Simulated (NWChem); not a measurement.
# One shape, several levels: doublet [C2H2F2]+

Aim: a comparison of 4 runs (UHF/aug-cc-pVDZ, UPBE/aug-cc-pVDZ, USVWN5/aug-cc-pVDZ, UMP2/aug-cc-pVDZ) of doublet [C2H2F2]+. 

The results are computed with NWChem 7.3.0.

### 1 Starting point

The species is [C2H2F2]+ (6 atoms), meant as a doublet with charge +1. As SMILES of the parent species, `C=C(F)F`. The shape is that of a PBE0-D4/def2-TZVP optimisation. That shape belongs to the parent species and isn't relaxed for this state.

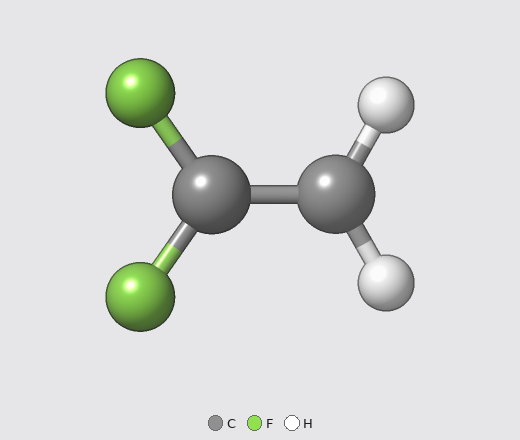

The structure, seen from a chosen angle (carbon grey, fluorine green, hydrogen white).

### 2 The energy at UHF/aug-cc-pVDZ (run 1)

run.py

```python
from ase import Atoms
from ase.calculators.nwchem import NWChem

mol = Atoms(['C', 'C', 'F', 'F', 'H', 'H'], positions=[
    [-0.115900, 0.471000, -0.544400],
    [0.105000, -0.394600, 0.420100],
    [-0.454900, -0.363600, 1.607600],
    [0.919200, -1.422100, 0.343000],
    [0.394200, 0.360600, -1.488400],
    [-0.805600, 1.284800, -0.384200],
])

calc = NWChem(
    label='mymol',
    theory='scf',
    memory='2200 mb',
    basis='aug-cc-pVDZ',
    basispar='spherical bse',
    charge=1,
    scf={'nopen': '1', 'uhf': None, 'thresh': '1e-08', 'maxiter': '80'},
    task='energy',
)
mol.calc = calc

print("Total energy (eV):", round(mol.get_potential_energy(), 6))
```

Command:

```console
$ export ASE_NWCHEM_COMMAND="nwchem PREFIX.nwi > PREFIX.nwo"
$ python run.py
```

What it wrote:

```text
Total energy (eV): -7494.863734
```

The calculator wrote mymol.nwi:

```
title "mymol"

permanent_dir mymol

scratch_dir mymol

start mymol

geometry units angstrom nocenter noautosym noautoz
  C  -1.1590000000000000e-01 4.7099999999999997e-01 -5.4440000000000000e-01
  C  1.0500000000000000e-01 -3.9460000000000001e-01 4.2009999999999997e-01
  F  -4.5490000000000003e-01 -3.6359999999999998e-01 1.6075999999999999e+00
  F  9.1920000000000002e-01 -1.4220999999999999e+00 3.4300000000000003e-01
  H  3.9419999999999999e-01 3.6059999999999998e-01 -1.4883999999999999e+00
  H  -8.0559999999999998e-01 1.2847999999999999e+00 -3.8419999999999999e-01
end

charge 1

memory 2200 mb

basis spherical bse noprint
   * library aug-cc-pVDZ
end

scf
  nopen 1
  uhf
  thresh 1e-08
  maxiter 80
end

task scf energy
```

mymol.nwo:

```text
Northwest Computational Chemistry Package (NWChem) 7.3.0
             --------------------------------------------------------

           Job information
           ---------------

    nwchem branch   = 7.3.0
    use scalapack   = T
    input           = mymol.nwi
    prefix          = mymol.
    data base       = mymol/mymol.db
    status          = startup
    nproc           =        1

           Memory information
           ------------------

    heap     =     72089594 doubles =      550.0 Mbytes
    stack    =     72089599 doubles =      550.0 Mbytes
    global   =    144179200 doubles =     1100.0 Mbytes (distinct from heap & stack)
    total    =    288358393 doubles =     2200.0 Mbytes
    verify   = yes
    hardfail = no

[... 38 lines left out ...]
            Nuclear Dipole moment (a.u.)
[... 83 lines left out ...]
 1-e energy   =    -595.343237
[... 7 lines left out ...]
         Quadratically convergent UHF
[... 15 lines left out ...]
       Final UHF  results
[... 3 lines left out ...]
      One electron energy =   -606.353574762556
[... 1 line left out ...]
 Nuclear repulsion energy =    118.253200192523
[... 38 lines left out ...]
          Final beta eigenvalues
[... 381 lines left out ...]
                     UHF Final Beta Molecular Orbital Analysis
[... 407 lines left out ...]
       Multipole analysis of the density wrt the origin
       ------------------------------------------------

     L   x y z        total         alpha         beta         nuclear
     -   - - -        -----         -----         ----         -------
     0   0 0 0      1.000000    -16.000000    -15.000000     32.000000

     1   1 0 0     -0.094541     -3.528918     -3.561199      6.995577
[... 8 lines of this table left out ...]
     2   0 0 2    -12.297439    -59.601332    -58.107916    105.411809

 Task  times  cpu:       47.5s     wall:       47.5s
 Total times  cpu:       47.5s     wall:       47.5s
```

It took 49 s on 1 thread of Intel Xeon Platinum 8488C (Sapphire Rapids), shared host; peak memory 0.096 GiB.

### 3 The energy at UPBE/aug-cc-pVDZ (run 2)

input.xyz

```xyz
6

C     -0.115900     0.471000    -0.544400
C      0.105000    -0.394600     0.420100
F     -0.454900    -0.363600     1.607600
F      0.919200    -1.422100     0.343000
H      0.394200     0.360600    -1.488400
H     -0.805600     1.284800    -0.384200
```

run.py

```python
from ase.io import read
from ase.calculators.nwchem import NWChem

molecule = read('input.xyz')

calc = NWChem(
    label='input',
    theory='dft',
    memory='2200 mb',
    basis='aug-cc-pVDZ',
    basispar='spherical bse',
    charge=1,
    dft={'xc': 'xpbe96 cpbe96', 'mult': '2', 'grid': 'fine', 'convergence': 'energy 1e-08', 'iterations': '100', 'mulliken': None},
    task='energy',
)
molecule.calc = calc

print("Total energy (eV):", round(molecule.get_potential_energy(), 6))
```

Command:

```console
$ export ASE_NWCHEM_COMMAND="nwchem PREFIX.nwi > PREFIX.nwo"
$ python run.py
```

What it wrote:

```text
Total energy (eV): -7522.26357
```

The calculator wrote input.nwi:

```
title "input"

permanent_dir input

scratch_dir input

start input

geometry units angstrom nocenter noautosym noautoz
  C  -1.1590000000000000e-01 4.7099999999999997e-01 -5.4440000000000000e-01
  C  1.0500000000000000e-01 -3.9460000000000001e-01 4.2009999999999997e-01
  F  -4.5490000000000003e-01 -3.6359999999999998e-01 1.6075999999999999e+00
  F  9.1920000000000002e-01 -1.4220999999999999e+00 3.4300000000000003e-01
  H  3.9419999999999999e-01 3.6059999999999998e-01 -1.4883999999999999e+00
  H  -8.0559999999999998e-01 1.2847999999999999e+00 -3.8419999999999999e-01
end

charge 1

memory 2200 mb

basis spherical bse noprint
   * library aug-cc-pVDZ
end

dft
  xc xpbe96 cpbe96
  mult 2
  grid fine
  convergence energy 1e-08
  iterations 100
  mulliken
end

task dft energy
```

input.nwo:

```text
Northwest Computational Chemistry Package (NWChem) 7.3.0
             --------------------------------------------------------

           Job information
           ---------------

    nwchem branch   = 7.3.0
    use scalapack   = T
    input           = input.nwi
    prefix          = input.
    data base       = input/input.db
    status          = startup
    nproc           =        1

           Memory information
           ------------------

    heap     =     72089594 doubles =      550.0 Mbytes
    stack    =     72089599 doubles =      550.0 Mbytes
    global   =    144179200 doubles =     1100.0 Mbytes (distinct from heap & stack)
    total    =    288358393 doubles =     2200.0 Mbytes
    verify   = yes
    hardfail = no

[... 103 lines left out ...]
  convergence criterion.
[... 17 lines left out ...]
          Convergence on gradient requested:  5.00D-04
[... 23 lines left out ...]
          Convergence aids based upon iterative change in
[... 30 lines left out ...]
 1-e energy   =    -595.343237
[... 55 lines left out ...]
         Total DFT energy =     -276.438089676895
[... 2 lines left out ...]
    Exchange-Corr. energy =      -31.826590458376
[... 784 lines left out ...]
                     DFT Final Beta Molecular Orbital Analysis
[... 880 lines left out ...]
 center of mass
 --------------
 x =   0.24430402 y =  -0.92550128 z =   0.99425794

 moments of inertia (a.u.)
 ------------------
         262.739580549433          70.319221571086          40.176414701688
          70.319221571086         220.291290126989          35.646430825314
          40.176414701688          35.646430825314         185.419548183420

     Multipole analysis of the density
     ---------------------------------

     L   x y z        total         alpha         beta         nuclear
     -   - - -        -----         -----         ----         -------
     0   0 0 0      1.000000    -16.000000    -15.000000     32.000000

     1   1 0 0     -0.040950     -3.518367     -3.518160      6.995577
[... 8 lines of this table left out ...]
     2   0 0 2    -11.658597    -59.589327    -57.481080    105.411809

 Task  times  cpu:       40.5s     wall:       40.5s
 Total times  cpu:       40.5s     wall:       40.5s
```

Run time: 42 s. Hardware: 1 thread of Intel Xeon Platinum 8488C (Sapphire Rapids), shared host; peak memory 0.11 GiB.

Run 3 isn't shown in full; the table further down has it.

### 4 The energy at UMP2/aug-cc-pVDZ (run 4)

a.nw

```
start a
memory stack 880 mb heap 220 mb global 1100 mb
charge 1

geometry units angstroms noautosym nocenter noautoz
C       -0.115900       0.471000      -0.544400
C        0.105000      -0.394600       0.420100
F       -0.454900      -0.363600       1.607600
F        0.919200      -1.422100       0.343000
H        0.394200       0.360600      -1.488400
H       -0.805600       1.284800      -0.384200
end

basis spherical bse
C library aug-cc-pVDZ
F library aug-cc-pVDZ
H library aug-cc-pVDZ
end

scf
nopen 1
uhf
thresh 1e-08
maxiter 80
print medium
end

mp2
freeze core 4
tight
end

task mp2
```

Command:

```console
$ nwchem a.nw > a.out
```

What it wrote:

```text
[...]
  functions       =   110
[...]
  wavefunction    = UHF
[...]
         Total SCF energy =   -275.431164282324
      One electron energy =   -606.353574762421
      Two electron energy =    212.669210287574
 Nuclear repulsion energy =    118.253200192523
                       Sz =      0.5000
                 Sz(Sz+1) =      0.7500
                      S^2 =      0.7557
[...]
          Total MP2 energy          -276.062453957798
[...]
```

Wall time 56 s (1 thread of Intel Xeon Platinum 8488C (Sapphire Rapids), shared host); peak memory 0.35 GiB.

### 5 All runs side by side

| run | level | iteration cap | module | energy (Eh) | HOMO energy (eV) | LUMO energy (eV) | ⟨S²⟩ | wall time |
| --- | --- | --- | --- | --- | --- | --- | --- | --- |
| 1 | UHF/aug-cc-pVDZ | 80 | scf | -275.431164 | -20.85 | -8.23 | 0.756 | 49 s |
| 2 | UPBE/aug-cc-pVDZ | 100 | dft | -276.438090 | -15.63 | -14.13 | 0.752 | 42 s |
| 3 | USVWN5/aug-cc-pVDZ | 100 | dft | -274.733235 | -15.69 | -14.60 | 0.751 | 29 s |
| 4 | UMP2/aug-cc-pVDZ | 80 | mp2 | -276.062454 | -20.85 | -8.23 | 0.756 | 56 s |

### 6 Results

| quantity | value |
| --- | --- |
| run 4: total energy | -276.06245 Eh |
| run 4: HOMO energy (Hartree–Fock orbitals) (highest over α and β) | -20.85 eV |
| run 4: LUMO energy (Hartree–Fock orbitals) (lowest over α and β) | -8.23 eV |
| run 4: correlation energy (4 core orbitals frozen) | -631.3 mEh |
| run 4: ⟨S²⟩ of the reference determinant | 0.756 |

**Reading.** Totals of different functionals can't be ranked against each other. All runs together took 2.9 min, the longest 56 s.
